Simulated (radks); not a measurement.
# Run report: Pd, atomic calculation

System: a free Pd atom in the configuration [Kr] 4d10.
Method: scalar-relativistic Kohn-Sham, PBE, spin-unpolarised, spherical densities, finite nucleus (the in-house radial solver radks).

Input file:
```
Z 46
configuration [Kr] 4d10
relativity scalar-relativistic
functional pbe,pbe
spin unpolarised
nucleus finite rms 4.5318 fm
c 137.035999084
response adiabatic LDA kernel
```

Energies in input and log are in hartree, lengths in bohr (the nuclear radius in fm).

Hardware: 1 CPU thread, shared host.

The program's output:
```
1s      1   2.0000        -888.05700326
2s      1   2.0000        -129.65685031
2p      1   6.0000        -116.24596833
3s      1   2.0000         -23.37396525
3p      1   6.0000         -18.96514048
3d      1  10.0000         -11.96210536
4s      1   2.0000          -3.13572578
4p      1   6.0000          -1.88153368
4d      1  10.0000          -0.14875204
Etot -5045.794364014368
Ekin 5233.518692519419
Encl -12192.869429045888
Eh 2057.468320568375
Exc -143.9119480562738
err 3.203710714449748e-09
it 16
```

Slater integrals of the outer shells (hartree):

| integral | value |
| --- | --- |
| F0(4d,4d) | 0.5835 |
| F2(4d,4d) | 0.2777 |
| F4(4d,4d) | 0.1778 |
| F0(4d,4p) | 0.6901 |
| F2(4d,4p) | 0.3240 |
| G1(4d,4p) | 0.4011 |
| G3(4d,4p) | 0.2426 |
| F0(4d,4s) | 0.7116 |
| G2(4d,4s) | 0.2880 |
| F0(4d,3d) | 0.8210 |
| F2(4d,3d) | 0.1431 |
| F4(4d,3d) | 0.0612 |
| G0(4d,3d) | 0.0439 |
| G2(4d,3d) | 0.0503 |
| G4(4d,3d) | 0.0382 |
| F0(4p,4p) | 0.8626 |
| F2(4p,4p) | 0.4510 |
| F0(4p,4s) | 0.9027 |
| G1(4p,4s) | 0.6111 |
| F0(4p,3d) | 1.1213 |

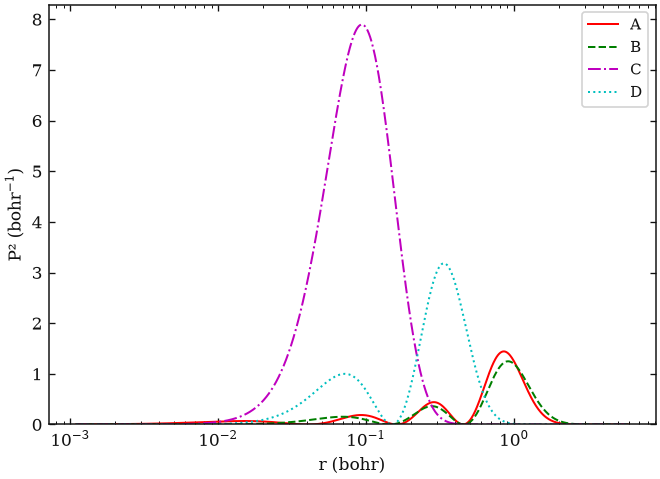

*The radial probability densities P² of 2p, 3p, 4s and 4p.*

A is 4s; B is 4p; C is 2p; D is 3p. 2p: outer maximum at 0.0934 bohr, ⟨r⟩ = 0.121 bohr, 0 nodes, eigenvalue −3163 eV; 3p: outer maximum at 0.335 bohr, ⟨r⟩ = 0.379 bohr, 1 node, eigenvalue −516.1 eV; 4s: outer maximum at 0.851 bohr, ⟨r⟩ = 0.947 bohr, 3 nodes, eigenvalue −85.3 eV; 4p: outer maximum at 0.910 bohr, ⟨r⟩ = 1.04 bohr, 2 nodes, eigenvalue −51.2 eV.

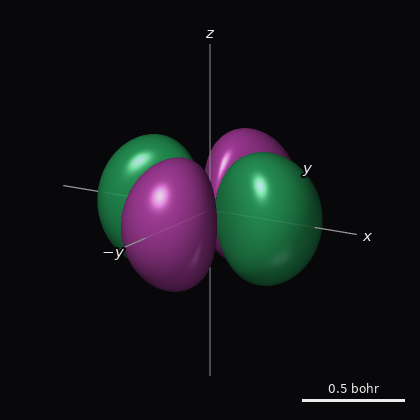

*One occupied orbital is shown. The surface of constant |ψ| that holds about 85 % of the electron is drawn, green where ψ is positive and pink where it is negative. The radial function comes from the spherical calculation and is multiplied by a real spherical harmonic; the overall sign is chosen so that the largest lobe of P(r) is positive; at the scalar-relativistic level it is the large component.*

It is 3d(x²−y²). It has two nodal planes at 45° to x and y and no radial node. The maximum of P² lies at 0.282 bohr, ⟨r⟩ = 0.358 bohr, 90 % of the charge lies within 0.567 bohr, and the eigenvalue is −325.5 eV, with 10 electrons in the shell.

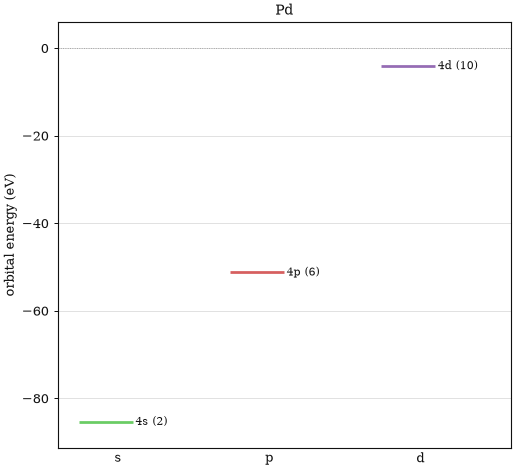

*The outer levels are drawn by angular momentum (occupations in brackets).*

The highest occupied level is 4d at −4.05 eV. From the top down the occupied levels run 4d (−4.05 eV), 4p (−51.2 eV), 4s (−85.3 eV).

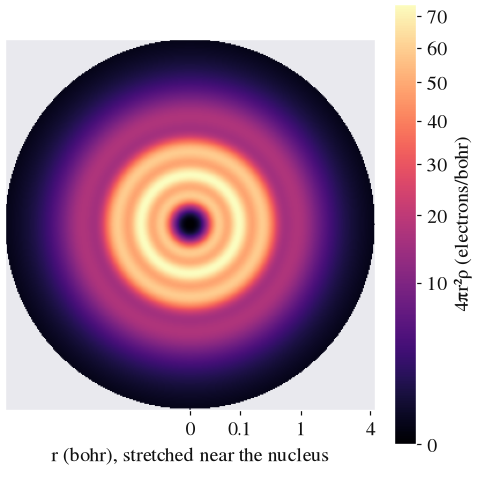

*The radial density 4πr²ρ as a disc about the nucleus, with the radius drawn as r to the power 0.35.*

There are 4 maxima, at r = 0.0223, 0.0988, 0.298 and 0.906 bohr, parted by minima at 0.0444, 0.193 and 0.679 bohr, inside which lie 2.0, 11.1 and 29.1 electrons.

Key numbers:

```tsv
quantity	value
outcome	converged
total energy	−5045.7944 hartree
kinetic energy	5233.5187 hartree
electron–nucleus energy	−12192.8694 hartree
Hartree energy	2057.4683 hartree
exchange–correlation energy	−143.911948 hartree
radius at density 0.001 e/bohr³	4.08 bohr
SCF iterations	16
wall time	4 s
```
